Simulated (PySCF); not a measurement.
# doublet [SiHF3]+ at 4 levels

Wanted: a comparison of 4 runs (U-wB97M-V/def2-SVPD, UBHLYP/def2-SVPD, UCAM-B3LYP/def2-SVPD, USCS-MP2/def2-SVPD) of doublet [SiHF3]+. 

Program for the calculation: PySCF 2.14.0.

1 further run of the same task is left out (set aside as unsound or not needed).

## 1. The molecule

The species is [SiHF3]+ (5 atoms), meant as a doublet with charge +1. As SMILES of the parent species, `F[SiH](F)F`. The shape is that of a PBE0-D4/def2-TZVP optimisation. That shape belongs to the parent species and isn't relaxed for this state.

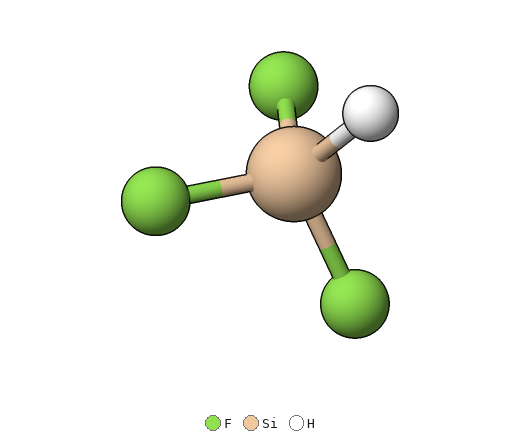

The structure, seen from a chosen angle (fluorine green, silicon light orange, hydrogen white).

## 2. A single-point energy at U-wB97M-V/def2-SVPD (run 1)

Contents of start.xyz:

```xyz
5
F3HSi
F     -0.447100    -0.082200     1.491300
Si     0.040700     0.001700    -0.001800
F     -0.597100     1.281400    -0.657200
F     -0.495900    -1.263300    -0.767200
H      1.499400     0.062400    -0.065100
```

Contents of run.py:

```python
from pyscf import gto, dft

molecule = gto.M(
    atom='start.xyz',
    charge=1,
    basis='def2-svpd',
    verbose=3,
    max_memory=1860,
    spin=1,
)

calc0 = dft.UKS(molecule)
calc0.xc = 'wb97m-v'
calc0.conv_tol = 1e-10
calc0.grids.level = 5
calc0.nlcgrids.level = 1
calc0.kernel()
if not calc0.converged:
    calc0 = calc0.newton().run(calc0.mo_coeff, calc0.mo_occ)

e_final = calc0.e_tot
print('Final energy', e_final)
```

Launch:

```
OMP_NUM_THREADS=1 python run.py
```

Log:

```text
WARN: HOMO -0.445509520072794 >= LUMO -0.445509520072793

converged SCF energy = -588.88340603806  <S^2> = 0.75672953  2S+1 = 2.0067182
Final energy -588.88340603806
```

Run time: 2.1 min. Hardware: 1 thread of Arm Neoverse V1, shared host; peak memory 0.59 GiB.

## 3. The energy at UBHLYP/def2-SVPD (run 2)

Contents of run.py:

```python
from pyscf import gto, dft

system = gto.M(
    atom='''
F       -0.447100      -0.082200       1.491300
Si       0.040700       0.001700      -0.001800
F       -0.597100       1.281400      -0.657200
F       -0.495900      -1.263300      -0.767200
H        1.499400       0.062400      -0.065100
''',
    spin=1,
    max_memory=1860,
    charge=1,
    verbose=4,
    basis='def2-svpd',
)

myscf = dft.UKS(system)
myscf.xc = 'bhandhlyp'
myscf.grids.level = 5
myscf.conv_tol = 1e-10
myscf.kernel()
if not myscf.converged:
    myscf = myscf.newton().run(myscf.mo_coeff, myscf.mo_occ)

e_final = myscf.e_tot
print('Final energy', e_final)
```

Launch:

```
OMP_NUM_THREADS=1 python run.py
```

Log:

```text
PySCF version 2.14.0

[... 103 lines left out ...]
converged SCF energy = -588.858470317582  <S^2> = 0.76153274  2S+1 = 2.0114997
Final energy -588.8584703175823
```

It took 34 s on 1 thread of Arm Neoverse V1, shared host; peak memory 0.54 GiB.

Run 3 isn't shown in full; the table further down has it.

## 4. The energy at USCS-MP2/def2-SVPD (run 4)

Contents of job.py:

```python
from pyscf import gto, mp

mol = gto.M(
    atom='''
F     -0.447100    -0.082200     1.491300
Si     0.040700     0.001700    -0.001800
F     -0.597100     1.281400    -0.657200
F     -0.495900    -1.263300    -0.767200
H      1.499400     0.062400    -0.065100
''',
    spin=1,
    verbose=4,
    basis='def2-svpd',
    max_memory=1860,
    charge=1,
)

mf = mol.UHF()
mf.conv_tol = 1e-10
mf.kernel()
if not mf.converged:
    mf = mf.newton().run(mf.mo_coeff, mf.mo_occ)

pt = mp.MP2(mf, frozen=8).run()
etot = mf.e_tot + 1.2 * pt.e_corr_os + pt.e_corr_ss / 3
print('E(%s) = %.9f' % ('SCS-MP2', etot))
```

Launch:

```
OMP_NUM_THREADS=1 python job.py
```

Log:

```text
PySCF version 2.14.0

[... 93 lines left out ...]
converged SCF energy = -587.185742807805  <S^2> = 0.75909912  2S+1 = 2.0090785
[... 1 line left out ...]
******** <class 'pyscf.mp.ump2.UMP2'> ********
nocc = (np.int64(13), np.int64(12)), nmo = (93, 93)
frozen orbitals 8
E(UMP2) = -587.859399493845  E_corr = -0.673656686040561
E(SCS-UMP2) = -587.830991005189  E_corr = -0.64524819738458
E_corr(same-spin) = -0.188238260612415
E_corr(oppo-spin) = -0.485418425428145
E(SCS-MP2) = -587.830991005
```

Run time: 4.8 s. Hardware: 1 thread of Arm Neoverse V1, shared host; peak memory 0.28 GiB.

## 5. All runs side by side

| run | level | nlc grid | integration grid | energy (Eh) | HOMO energy (eV) | LUMO energy (eV) | ⟨S²⟩ | wall time |
| --- | --- | --- | --- | --- | --- | --- | --- | --- |
| 1 | U-wB97M-V/def2-SVPD | 1 | 5 | -588.883406 | -22.22 | -15.10 | 0.757 | 2.1 min |
| 2 | UBHLYP/def2-SVPD | – | 5 | -588.858470 | -21.71 | -16.29 | 0.762 | 34 s |
| 3 | UCAM-B3LYP/def2-SVPD | – | 5 | -588.917192 | -21.21 | -15.91 | 0.758 | 43 s |
| 4 | USCS-MP2/def2-SVPD | – | – | -587.830991 | -24.95 | -13.18 | 0.759 | 4.8 s |

## 6. Results

| quantity | value |
| --- | --- |
| run 4: total energy | -587.83099 Eh |
| run 4: HOMO energy (Hartree–Fock orbitals) (highest over α and β) | -24.95 eV |
| run 4: LUMO energy (Hartree–Fock orbitals) (lowest over α and β) | -13.18 eV |
| run 4: correlation energy (8 core orbitals frozen) | -645.2 mEh |
| run 4: ⟨S²⟩ of the reference determinant | 0.759 |

What this shows: Totals of different functionals can't be ranked against each other. All runs together took 3.5 min, the longest 2.1 min.
